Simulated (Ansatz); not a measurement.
# InSiH5 (SMILES [SiH3][InH2]) at 6 levels

Aim: a comparison of 6 runs (HF/STO-3G, HF/def2-TZVP, BHLYP/def2-TZVP, CAM-B3LYP/def2-TZVP, PBE/def2-TZVP, r2SCAN/def2-TZVP) of InSiH5. 

Program for the calculation: Ansatz 0.2.0.

37 further runs of the same task are left out: 37 set aside as unsound or not needed.

## Step 1: The system as given

The species is InSiH5 (7 atoms), meant as a singlet with charge 0. SMILES: `[SiH3][InH2]`. The Si1–H3 distance was set to 1.935 Å, away from the relaxed value.

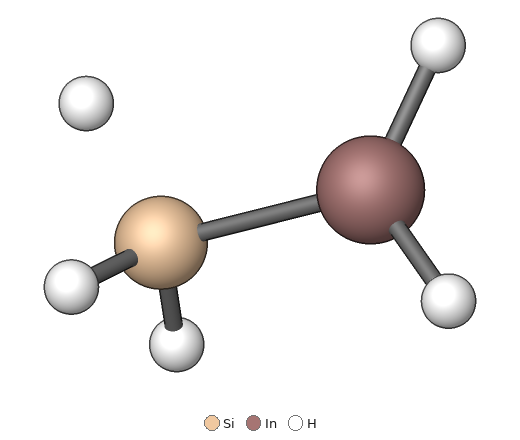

Viewed from a chosen angle; silicon light orange, indium brown, hydrogen white.

## Step 2: A single-point energy at HF/STO-3G (run 1)

File molecule.yaml:

```yaml
crystal:
  periodic: [false, false, false]
  atoms:
    - {symbol: Si, position_ang: [-0.231298, -0.722613, -0.695645]}
    - {symbol: In, position_ang: [1.266602, 0.756487, 0.786955]}
    - {symbol: H, position_ang: [-2.119900, -0.371100, -0.463600]}
    - {symbol: H, position_ang: [0.003802, -2.164413, -0.399445]}
    - {symbol: H, position_ang: [0.097802, -0.506613, -2.133545]}
    - {symbol: H, position_ang: [0.614902, 1.980987, 1.818455]}
    - {symbol: H, position_ang: [2.982902, 0.540687, 0.765555]}
basis:
  gaussian:
    orbitals: STO-3G
output:
  orbitals: {seedname: orbitals}
hamiltonian:
  xc: hf
accuracy: high
magnetization:
  spin_polarized: false
```

Command:

```console
$ ansatz run molecule.yaml --threads 1 --pin off --max-ram 3480MiB --events-out events.jsonl --progress --plain --runs-dir runs
```

What it wrote:

```text
Warning: RAYON_NUM_THREADS=1 ignored (pool sized by the plan → 1); use --threads N
Functional definition: HF
  name "HF"
  exchange = exact_x
  correlation = 0
759 factors; integrals over basis functions are off by at most 3.8e-9 eV
mean field evaluation 1: about -162486.3874 eV, gradient 1.2e1 eV
mean field evaluation 2: about -162486.3778 eV, gradient 1.2e1 eV
mean field evaluation 4: about -162487.3342 eV, gradient 8.2e-1 eV
mean field evaluation 8: about -162487.3382 eV, gradient 2.4e-6 eV
mean field -162487.33815560 eV, -5971.2995393446 hartree, gradient 7.3e-9 eV, S^2 0.000000; 0 other end points of the search recorded, 0 dependent functions left out
reference -162487.33815560 eV, -5971.2995393446 hartree; 34, 34 occupied and 7, 7 virtual orbitals, 759 factors
Total energy: -162487.33815560 eV, -5971.2995393446 hartree
```

It took 0.64 s on 1 thread of Arm Neoverse V2, shared host; peak memory 0.098 GiB.

## Step 3: The energy at HF/def2-TZVP (core potential) (run 2)

Changes to molecule.yaml since step 2:

```diff
@@ -12,5 +12,3 @@
   gaussian:
-    orbitals: STO-3G
-output:
-  orbitals: {seedname: orbitals}
+    orbitals: def2-TZVP
 hamiltonian:
@@ -18,3 +16,3 @@
 accuracy: high
-magnetization:
-  spin_polarized: false
+output:
+  orbitals: {seedname: orbitals}
```

Command:

```console
$ ansatz run molecule.yaml --threads 1 --pin off --max-ram 3480MiB --events-out events.jsonl --progress --plain --runs-dir runs
```

What it wrote:

```text
Warning: RAYON_NUM_THREADS=1 ignored (pool sized by the plan → 1); use --threads N
[... 4 set-up lines as earlier in the session ...]
2295 factors; integrals over basis functions are off by at most 3.6e-9 eV
mean field evaluation 1: about -13087.3949 eV, gradient 1.3e1 eV
mean field evaluation 2: about -13087.4358 eV, gradient 1.3e1 eV
mean field evaluation 4: about -13088.4321 eV, gradient 1.9e0 eV
mean field evaluation 8: about -13088.4434 eV, gradient 2.5e-4 eV
mean field -13088.44344259 eV, -480.9914248495 hartree, gradient 1.3e-8 eV, S^2 0.000000; 0 other end points of the search recorded, 0 dependent functions left out
reference -13088.44344259 eV, -480.9914248495 hartree; 20, 20 occupied and 97, 97 virtual orbitals, 2295 factors
Total energy: -13088.44344259 eV, -480.9914248495 hartree
```

It took 4.8 s on 1 thread of Arm Neoverse V2, shared host; peak memory 0.35 GiB.

Runs 3 to 4 aren't shown in full; the table further down has their settings and results.

## Step 4: The energy at PBE/def2-TZVP (core potential) (run 5)

File run.yaml:

```yaml
crystal:
  periodic: [false, false, false]
  atoms:
    - {symbol: Si, position_ang: [-0.231298, -0.722613, -0.695645]}
    - {symbol: In, position_ang: [1.266602, 0.756487, 0.786955]}
    - {symbol: H, position_ang: [-2.119900, -0.371100, -0.463600]}
    - {symbol: H, position_ang: [0.003802, -2.164413, -0.399445]}
    - {symbol: H, position_ang: [0.097802, -0.506613, -2.133545]}
    - {symbol: H, position_ang: [0.614902, 1.980987, 1.818455]}
    - {symbol: H, position_ang: [2.982902, 0.540687, 0.765555]}
basis:
  gaussian:
    orbitals: def2-TZVP
hamiltonian:
  xc: {name: PBE}
accuracy: high
output: {orbitals: {seedname: orbitals}}
```

Command:

```console
$ ansatz run run.yaml --threads 1 --pin off --max-ram 3480MiB --events-out events.jsonl --progress --plain --runs-dir runs
```

What it wrote:

```text
Warning: RAYON_NUM_THREADS=1 ignored (pool sized by the plan → 1); use --threads N
Functional definition: PBE
  name "PBE"
  parameter kappa = 0.804
  parameter beta = 0.06672455060314922
  exchange = pbe_x(kappa = kappa, mu = beta*pi^2/3)
  correlation = pbe_c(beta = beta)
2295 factors; integrals over basis functions are off by at most 3.6e-9 eV
mean field evaluation 1: about -13125.2973 eV, gradient 2.3e1 eV
mean field evaluation 2: about -13125.5516 eV, gradient 2.4e1 eV
mean field evaluation 4: about -13127.0559 eV, gradient 9.2e-1 eV
mean field evaluation 8: about -13127.0529 eV, gradient 3.5e-2 eV
mean field evaluation 16: about -13127.0529 eV, gradient 3.0e-6 eV
mean field -13127.05291306 eV, -482.4102967189 hartree, gradient 1.6e-8 eV, S^2 0.000000; 0 other end points of the search recorded, 0 dependent functions left out
reference -13127.05291836 eV, -482.4102969138 hartree; 20, 20 occupied and 97, 97 virtual orbitals, 2295 factors
Total energy: -13127.05291836 eV, -482.4102969138 hartree
```

Wall time 8.7 s (1 thread of Arm Neoverse V2, shared host); peak memory 0.32 GiB.

## Step 5: The energy at r2SCAN/def2-TZVP (core potential) (run 6)

Changes to molecule.yaml since step 3:

```diff
@@ -14,5 +14,4 @@
 hamiltonian:
-  xc: hf
+  xc: {name: r2SCAN}
 accuracy: high
-output:
-  orbitals: {seedname: orbitals}
+output: {orbitals: {seedname: orbitals}}
```

Command:

```console
$ ansatz run molecule.yaml --threads 1 --pin off --max-ram 3480MiB --events-out events.jsonl --progress --plain --runs-dir runs
```

What it wrote:

```text
Warning: RAYON_NUM_THREADS=1 ignored (pool sized by the plan → 1); use --threads N
Functional definition: r2SCAN
  name "r2SCAN"
  parameter k0 = 0.174
  parameter k1 = 0.065
  parameter a1 = 4.9479
  exchange = r2scan_x(k0 = k0, k1 = k1, a1 = a1)
  correlation = r2scan_c
2295 factors; integrals over basis functions are off by at most 3.6e-9 eV
mean field evaluation 1: about -13131.3297 eV, gradient 1.9e1 eV
mean field evaluation 2: about -13131.6490 eV, gradient 1.8e1 eV
mean field evaluation 4: about -13132.4717 eV, gradient 6.0e-1 eV
mean field evaluation 8: about -13132.4657 eV, gradient 6.9e-2 eV
mean field evaluation 16: about -13132.4657 eV, gradient 8.5e-6 eV
mean field -13132.46568944 eV, -482.6092125821 hartree, gradient 1.1e-8 eV, S^2 0.000000; 0 other end points of the search recorded, 0 dependent functions left out
reference -13132.46569078 eV, -482.6092126311 hartree; 20, 20 occupied and 97, 97 virtual orbitals, 2295 factors
Total energy: -13132.46569078 eV, -482.6092126311 hartree
```

Wall time 15 s (1 thread of Arm Neoverse V2, shared host); peak memory 0.39 GiB.

## Step 6: The series

```
run                                 level  core potential   energy (Eh)  HOMO energy (eV)  LUMO energy (eV)  HOMO–LUMO gap (eV)  wall time
  1                             HF/STO-3G            none  -5971.299539             -7.08              5.36               12.44     0.64 s
  2         HF/def2-TZVP (core potential)       def2-TZVP   -480.991425             -9.77              0.23                9.99      4.8 s
  3      BHLYP/def2-TZVP (core potential)       def2-TZVP   -482.484465             -8.34             -1.57                6.77       11 s
  4  CAM-B3LYP/def2-TZVP (core potential)       def2-TZVP   -482.549252             -8.65             -1.40                7.25       13 s
  5        PBE/def2-TZVP (core potential)       def2-TZVP   -482.410297             -6.43             -2.96                3.47      8.7 s
  6     r2SCAN/def2-TZVP (core potential)       def2-TZVP   -482.609213             -6.67             -2.72                3.94       15 s
```

## Step 7: What came out

| quantity | value |
| --- | --- |
| run 6: total energy | -482.60921 Eh |
| run 6: HOMO energy | -6.67 eV |
| run 6: LUMO energy | -2.72 eV |
| run 6: HOMO–LUMO gap | 3.94 eV |

In words: The HOMO–LUMO gap runs from 3.47 eV (PBE/def2-TZVP) to 12.44 eV (HF/STO-3G). The two ends differ in method and basis and core potential. Totals of different functionals can't be ranked against each other. Some runs of one species differ in core potentials or relativity; totals across that change don't compare. In run 1 the basis is minimal, so the values are rough. In run 1 relativity is left out where basis or elements ask for it. All runs together took 54 s, the longest 15 s.
